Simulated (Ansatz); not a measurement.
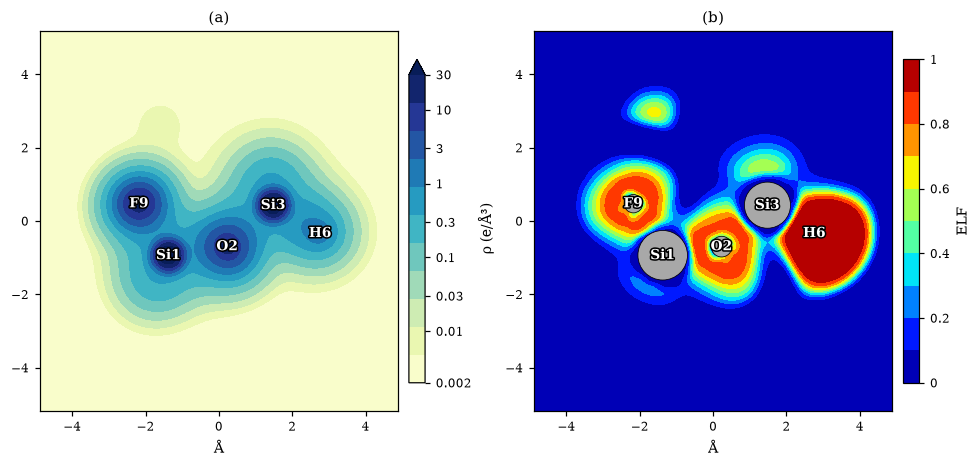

Figure. F$_{3}$H$_{3}$OSi$_{2}$···H$_{2}$. (a) total electron density; (b) electron localisation function on the plane of atoms O2, Si1 and F9. Grey discs cover the atomic cores in the ELF map.

These are results of RKS PBE/def2-SVP in Ansatz 0.2.0, not measurements.

The calculation's input:

```
crystal:
  periodic: [false, false, false]
  atoms:
    - { symbol: Si, position_ang: [-0.132886, 0.151687, 0.060937] }
    - { symbol: O, position_ang: [-0.279607, 0.117003, 1.70786] }
    - { symbol: Si, position_ang: [-1.383144, -0.332435, 2.911088] }
    - { symbol: H, position_ang: [-2.482785, -1.150964, 2.296873] }
    - { symbol: H, position_ang: [-0.645969, -1.139816, 3.936442] }
    - { symbol: H, position_ang: [-1.942037, 0.908957, 3.538979] }
    - { symbol: F, position_ang: [1.408089, 0.331433, -0.361424] }
    - { symbol: F, position_ang: [-0.944477, 1.396705, -0.56484] }
    - { symbol: F, position_ang: [-0.721866, -1.184831, -0.622763] }
    - { symbol: H, position_ang: [1.232785, -1.983202, 0.895422] }
    - { symbol: H, position_ang: [1.128996, -1.583239, 1.485328] }
basis:
  gaussian: { orbitals: def2-SVP }
hamiltonian:
  xc: pbe
relax:
  f_tol: 0.03
  max_steps: 50
output:
  orbitals: {}
```

Launched as:

```sh
ansatz run input.yaml --threads 4 --pin off --max-ram 5120MiB --backend cpu --events-out ev --progress --plain --runs-dir out
```

The fields are those of the run's last geometry, not of the input's.

### What do the fields say about this system?

The section cuts through Si, O, H and F sites.
Si–F (1.62 Å): the density is about 1 e/Å³ at the midpoint; the ELF peaks at about 0.85 in the valence shell of F, 0.5 Å from its nucleus, and is about 0.50 at the midpoint.
Si–O (1.62 Å): ρ is about 1.1 e/Å³ halfway; the ELF peaks at about 0.85 between the atoms: a polar covalent bond.
Si–O (1.69 Å): ρ is about 0.95 e/Å³ halfway; the ELF peaks at about 0.85 between the atoms, as expected for a shared but strongly polarised pair.
Si–H (1.50 Å): the density is about 0.77 e/Å³ at the midpoint; the ELF climbs to about 1 towards the hydrogen, as it does in any bond to H.
The ELF also peaks beside O2 and F9, away from the bonds: lone-pair regions.
